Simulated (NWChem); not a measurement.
# triplet GaBr at 6 levels

We compute a comparison of 6 runs (UHF/STO-3G, U-r2SCAN/aug-cc-pVTZ, UB3LYP/6-31G*, UB3LYP/aug-cc-pVTZ, UPBE0/aug-cc-pVTZ) of triplet GaBr. 

Program for the calculation: NWChem 7.3.0.

1 further run of the same task is left out (set aside as unsound or not needed). Runs told in other sessions of the task aren't counted.

### 1 The structure to begin with

GaBr has 2 atoms, charge 0, and is taken as a triplet. As SMILES of the parent species, `[Ga][Br]`. The shape is that of a PBE0-D4/def2-TZVP optimisation. That shape belongs to the parent species and isn't relaxed for this state.

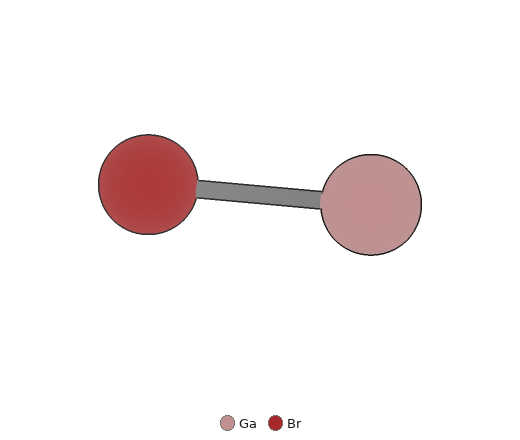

Viewed from a chosen angle; gallium pink, bromine red.

### 2 A single-point energy at UHF/STO-3G (run 1)

The input, test.xyz:

```xyz
2
BrGa
Ga     0.000000     0.000000     0.013830
Br     0.000000     0.000000     2.388120
```

The input, test.nw:

```
start test
title "BrGa"
memory stack 880 mb heap 220 mb global 1100 mb
charge 0
geometry units angstrom noautosym nocenter noautoz
load format xyz test.xyz
end
basis "ao basis" spherical bse
* library STO-3G
end
scf
triplet
uhf
thresh 1e-08
maxiter 80
end
task scf energy
```

On the command line:

```console
$ nwchem test.nw > test.out
```

Log:

```text
[...]
  functions       =    36
[...]
  wavefunction    = UHF
[...]
         Total SCF energy =  -4445.689769097370
      One electron energy =  -6695.613034605695
      Two electron energy =   2008.100524745961
 Nuclear repulsion energy =    241.822740762364
                       Sz =      1.0000
                 Sz(Sz+1) =      2.0000
                      S^2 =      2.0053
[...]
```

Run time: 6.6 s. Hardware: 1 thread of Intel Xeon 6975P-C (Granite Rapids), shared host; peak memory 0.097 GiB.

### 3 A single-point energy at U-r2SCAN/aug-cc-pVTZ (run 2)

The input, brga.nw:

```
START brga
TITLE "BrGa r2SCAN"
memory stack 880 mb heap 220 mb global 1100 mb
GEOMETRY units angstrom noautosym nocenter noautoz
  Ga    0.000000    0.000000    0.013830
  Br    0.000000    0.000000    2.388120
END
BASIS spherical bse
  Ga library aug-cc-pVTZ
  Br library aug-cc-pVTZ
END
DFT
  xc r2scan
  mult 3
  grid fine
  convergence energy 1e-08
  maxiter 100
  mulliken
  print low
END
TASK dft energy
```

On the command line:

```console
$ nwchem brga.nw > brga.out
```

Log:

```text
[...]
 d= 0,ls=0.0,diis     1  -4498.9387872046 -4.74D+03  8.21D-03  1.39D-01    39.6
[...]
 d= 0,ls=0.0,diis    11  -4499.0099154611 -2.01D-09  5.95D-07  2.65D-09   274.6
[...]
         Total DFT energy =    -4499.009915461080
      One electron energy =    -6747.799604480489
           Coulomb energy =     2173.295969858927
    Exchange-Corr. energy =     -166.329021601882
 Nuclear repulsion energy =      241.822740762364
[...]
      Total Density - Mulliken Population Analysis
     ---------------------------------------------
    Atom       Charge   Shell Charges
 -----------   ------   -------------------------------------------------------
    1 Ga  31    30.93   2.00  2.00  2.03  0.30  0.97  0.13  0.00  6.00  0.09  5.93  0.91  0.46  0.01  9.53  0.48  0.06 -0.00  0.02 -0.00
    2 Br  35    35.07   2.00  2.01  1.92  0.44  1.09  0.52 -0.01  6.00  5.83  1.23  2.82  1.20  0.00  9.64  0.36  0.02  0.00  0.00  0.00
[...]
      <S2> =      2.0056 (Exact =     2.0000)
[...]
```

It took 4.6 min on 1 thread of Intel Xeon 6975P-C (Granite Rapids), shared host; peak memory 0.12 GiB.

Runs 3 to 4 aren't shown in full; the table further down has their settings and results.

### 4 The energy at UB3LYP/aug-cc-pVTZ (run 5)

The input, brga.nw:

```
start brga
memory 2200 mb
geometry noautosym nocenter noautoz
  Ga     0.000000     0.000000     0.013830
  Br     0.000000     0.000000     2.388120
end
basis spherical bse
  * library aug-cc-pVTZ
end
dft
  xc b3lyp
  mult 3
  grid fine
  convergence energy 1e-08
  iterations 100
  mulliken
  print medium
end
task dft
```

On the command line:

```console
$ nwchem brga.nw > brga.out
```

Log:

```text
[...]
          Wavefunction type:  spin polarized.
          No. of atoms     :     2
          No. of electrons :    66
[...]
          Charge           :     0
          Spin multiplicity:     3
[...]
          AO basis - number of functions:   118
[...]
              XC Information
              --------------
                         B3LYP Method XC Potential
                     Hartree-Fock (Exact) Exchange  0.200
                        Slater Exchange Functional  0.800 local
                    Becke 1988 Exchange Functional  0.720 non-local
              Lee-Yang-Parr Correlation Functional  0.810
                  VWN I RPA Correlation Functional  0.190 local
[...]
 d= 0,ls=0.0,diis     1  -4499.0465615849 -4.74D+03  7.62D-03  1.41D-01    39.3
[...]
 d= 0,ls=0.0,diis    11  -4499.1136830067 -8.34D-09  4.06D-07  1.08D-09   273.4
[...]
         Total DFT energy =    -4499.113683006666
      One electron energy =    -6747.447841911329
           Coulomb energy =     2172.922112124050
    Exchange-Corr. energy =     -166.410693981750
 Nuclear repulsion energy =      241.822740762364
[...]
      Total Density - Mulliken Population Analysis
     ---------------------------------------------
    Atom       Charge   Shell Charges
 -----------   ------   -------------------------------------------------------
    1 Ga  31    30.97   2.00  2.00  2.04  0.35  0.97  0.18  0.00  6.00  0.03  6.00  0.84  0.48  0.02  9.53  0.48  0.05  0.00  0.02 -0.00
    2 Br  35    35.03   2.00  2.01  1.89  0.46  1.12  0.48 -0.02  6.00  5.82  1.25  2.76  1.22  0.01  9.64  0.36  0.02  0.01  0.00 -0.00
[...]
      <S2> =      2.0038 (Exact =     2.0000)
[...]
```

Run time: 4.6 min. Hardware: 1 thread of Intel Xeon 6975P-C (Granite Rapids), shared host; peak memory 0.12 GiB.

### 5 A single-point energy at UPBE0/aug-cc-pVTZ (run 6)

The input, run.py:

```python
from ase import Atoms
from ase.calculators.nwchem import NWChem

system = Atoms(['Ga', 'Br'], positions=[
    [-0.000000, -0.000000, 0.013830],
    [0.000000, 0.000000, 2.388120],
])

calc = NWChem(
    label='a',
    theory='dft',
    memory='2200 mb',
    basis='aug-cc-pVTZ',
    basispar='spherical bse',
    dft={'xc': 'pbe0', 'mult': '3', 'grid': 'fine', 'convergence': 'energy 1e-08', 'iterations': '100', 'mulliken': None},
    task='energy',
)
system.calc = calc

e = system.get_potential_energy()
print(f"E = {e:.6f} eV")
```

On the command line:

```console
$ export ASE_NWCHEM_COMMAND="nwchem PREFIX.nwi > PREFIX.nwo"
$ python run.py
```

Log:

```text
E = -122410.080800 eV
```

The calculator wrote a.nwi:

```
title "a"

permanent_dir a

scratch_dir a

start a

geometry units angstrom nocenter noautosym noautoz
  Ga -0.0000000000000000e+00 -0.0000000000000000e+00 1.3830000000000000e-02
  Br 0.0000000000000000e+00 0.0000000000000000e+00 2.3881199999999998e+00
end

memory 2200 mb

basis spherical bse noprint
   * library aug-cc-pVTZ
end

dft
  xc pbe0
  mult 3
  grid fine
  convergence energy 1e-08
  iterations 100
  mulliken
end

task dft energy
```

a.nwo:

```text
Northwest Computational Chemistry Package (NWChem) 7.3.0
             --------------------------------------------------------

           Job information
           ---------------

    nwchem branch   = 7.3.0
    use scalapack   = T
    input           = a.nwi
    prefix          = a.
    data base       = a/a.db
    status          = startup
    nproc           =        1

           Memory information
           ------------------

    heap     =     72089594 doubles =      550.0 Mbytes
    stack    =     72089599 doubles =      550.0 Mbytes
    global   =    144179200 doubles =     1100.0 Mbytes (distinct from heap & stack)
    total    =    288358393 doubles =     2200.0 Mbytes
    verify   = yes
    hardfail = no

[... 72 lines left out ...]
  convergence criterion.
[... 17 lines left out ...]
          Convergence on gradient requested:  5.00D-04
[... 24 lines left out ...]
          Convergence aids based upon iterative change in
[... 28 lines left out ...]
 1-e energy   =   -6750.145336
[... 47 lines left out ...]
         Total DFT energy =    -4498.487533499158
[... 2 lines left out ...]
    Exchange-Corr. energy =     -165.820289092548
[... 837 lines left out ...]
                     DFT Final Beta Molecular Orbital Analysis
[... 925 lines left out ...]
 center of mass
 --------------
 x =   0.00000000 y =   0.00000000 z =   2.43516916

 moments of inertia (a.u.)
 ------------------
         745.000833273474           0.000000000000           0.000000000000
           0.000000000000         745.000833273474           0.000000000000
           0.000000000000           0.000000000000           0.000000000000

     Multipole analysis of the density
     ---------------------------------

     L   x y z        total         alpha         beta         nuclear
     -   - - -        -----         -----         ----         -------
     0   0 0 0     -0.000000    -34.000000    -32.000000     66.000000

     1   1 0 0     -0.000000     -0.000000     -0.000000      0.000000
[... 8 lines of this table left out ...]
     2   0 0 2    -26.802965   -376.619375   -363.021697    712.838106

 Task  times  cpu:      293.9s     wall:      293.9s
 Total times  cpu:      293.9s     wall:      293.9s
```

Run time: 4.9 min. Hardware: 1 thread of Intel Xeon 6975P-C (Granite Rapids), shared host; peak memory 0.12 GiB.

### 6 The series

```tsv
run	level	iteration cap	module	energy (Eh)	dipole moment (D)	HOMO energy (eV)	⟨S²⟩	wall time
1	UHF/STO-3G	80	scf	-4445.689769	0.47	-6.39	2.005	6.6 s
2	U-r2SCAN/aug-cc-pVTZ	100	dft	-4499.009915	–	–	2.006	4.6 min
3	UB3LYP/6-31G* (spherical functions)	100	dft	-4498.444501	–	–	2.003	15 s
4	UB3LYP/6-31G* (Cartesian functions)	100	dft	-4498.457559	1.28	-3.89	2.003	16 s
5	UB3LYP/aug-cc-pVTZ	100	dft	-4499.113683	1.24	-3.94	2.004	4.6 min
6	UPBE0/aug-cc-pVTZ	100	dft	-4498.487533	1.43	-4.27	2.005	4.9 min
```

### 7 Results

```
                                 quantity           value
                      run 6: total energy  -4498.48753 Eh
                     run 6: dipole moment          1.43 D
run 6: HOMO energy (highest over α and β)        -4.27 eV
                              run 6: ⟨S²⟩           2.005
```

What this shows: Over runs 1, 4, 5, 6 the dipole moment (its size) runs from 0.47 D (UHF/STO-3G) to 1.43 D (UPBE0/aug-cc-pVTZ). The two ends differ in method and basis. Totals of different functionals can't be ranked against each other. In run 1 the basis is minimal, so the values are rough. All runs together took 15 min, the longest 4.9 min.
